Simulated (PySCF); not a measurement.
Coordinates of C₃H₈GeO₂, SMILES CC(=O)C[O][GeH3], singlet (Å):

```xyz
14

C     -2.4372     0.6736    -0.1528
C     -0.9459     0.6451     0.0261
O     -0.3499     1.5051     0.6352
C     -0.1878    -0.5077    -0.5925
O      1.1749    -0.4653    -0.4475
Ge     2.1924     0.7127     0.4673
H     -2.8862    -0.2881     0.1389
H     -2.6815     0.8362    -1.2147
H     -2.8652     1.4863     0.4463
H     -0.4715    -0.5420    -1.6660
H     -0.6114    -1.4364    -0.1518
H      1.9036     0.7028     1.9781
H      3.5673     0.0560     0.2142
H      2.1906     2.1201    -0.1521
```

Simulated rotational absorption lines between 18 and 26 GHz at 3 K: rigid rotor with the equilibrium constants and dipole of one optimised conformer (PBE0-D3(BJ)/def2-SVP, PySCF 2.14.0), commonest isotopes; no centrifugal distortion, hyperfine structure, internal rotation or nuclear-spin weights; lines within 1 MHz of each other are summed. Lines of different type are drawn apart.

Question: What are the rotational constants, and what kind of rotor is it?

Answer: Rotational constants A, B, C = 6.125, 1.239, 1.059 GHz; Ray's κ = −0.93, a near-prolate asymmetric top.

Question: Which dipole components drive the lines?

Answer:
|μa|, |μb|, |μc| = 3.05, 0.61, 0.05 D; a-type lines carry 97 % of the intensity in this range.

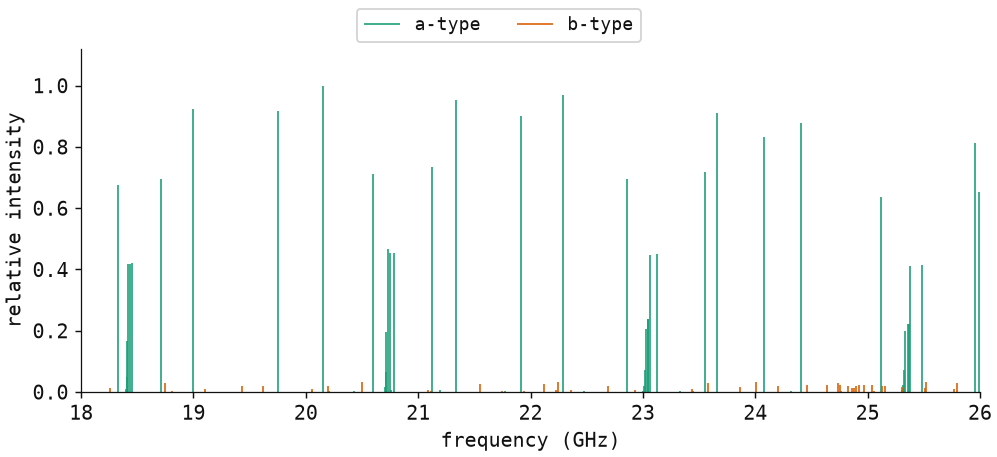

Known limits of this run: coarse grid, loose stop and no frequency check, small forces are noise and the end may be a saddle.
